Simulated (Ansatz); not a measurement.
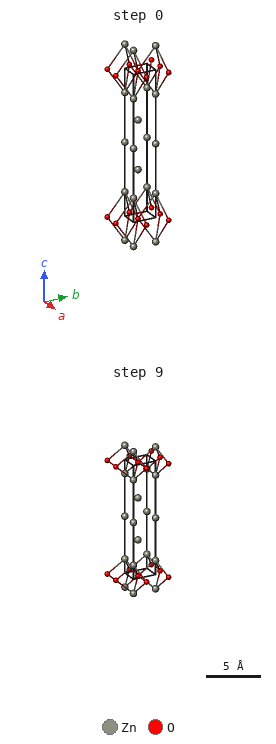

The structure of crystalline Zn5O (a generated structure, set up in P-6m2) (coarse preliminary run) before (top) and after (bottom) a relaxation, at one scale.

Style: ball-and-stick. Shown: the cell of the calculation, slightly off an axis.

Theory: Ansatz 0.2.0, DFT PBE, scalar-relativistic, plane waves, PAW.

Input file:
```yaml
crystal:
  lattice:
    - [2.9854725, 0.0, 0.0]
    - [-1.49273625, 2.58549502, 0.0]
    - [0.0, 0.0, 14.22576169]
  atoms:
    - { symbol: Zn, position: [0.0, 0.0, 0.83633697] }
    - { symbol: Zn, position: [0.66666667, 0.33333333, 0.66780382] }
    - { symbol: Zn, position: [0.0, 0.0, 0.5] }
    - { symbol: Zn, position: [0.66666667, 0.33333333, 0.33219618] }
    - { symbol: Zn, position: [0.0, 0.0, 0.16366303] }
    - { symbol: O, position: [0.66666667, 0.33333333, 0.0], spin: 1.0 }
basis:
  ecutwfc: 420
kpoints:
  mp_grid: { grid: [6, 6, 2] }
hamiltonian:
  xc: pbe
scf:
  occupations: { method: gaussian, width: 0.1 }
  lower_state_search: "off"
output:
  forces: true
  stress: true
  eigenvalues: true
  populations: true
magnetization:
  spin_polarized: true
relax:
  adjacent_minimum: "off"
  f_tol: 0.04
  max_steps: 70
  cell: { stress_tol: 0.4 }
```

Launched with:
```bash
ansatz run input.yaml --threads 1 --pin off --max-ram 2560MiB --backend cpu --events-out ev --progress --plain --runs-dir out
```

Question: Summarise the run.

Answer: The largest moves relative to the cell, 0.43 Å, are those of Zn1 and Zn5. Zn1 goes along +c. O stays in place. Cell: a = b 2.985 → 2.977 Å (−0.3 %), c 14.226 → 10.934 Å (−23.1 %). Volume −23.6 %. Among the contacts that change: Zn1–O6 2.897 → 2.191 Å. The space group stays P-6m2 (No. 187). The energy falls by 682 meV per atom in 8 accepted moves (9 points after the start). The largest force component goes from 0.93 to 0.016 eV/Å. Pressure: −9.84 GPa at the start and −0.20 GPa at the end. The SCF was repeated once at an unchanged geometry on a basis and grid sized afresh for the cell, which shifted the energy by 1.9 meV per atom at most. The program noted that the starting moments weren't kept. The run took 5.8 min on 1 thread of Intel(R) Xeon(R) Processor @ 2.50GHz (Skylake/Cascade Lake), with other jobs on the host, peak memory 0.43 GiB.
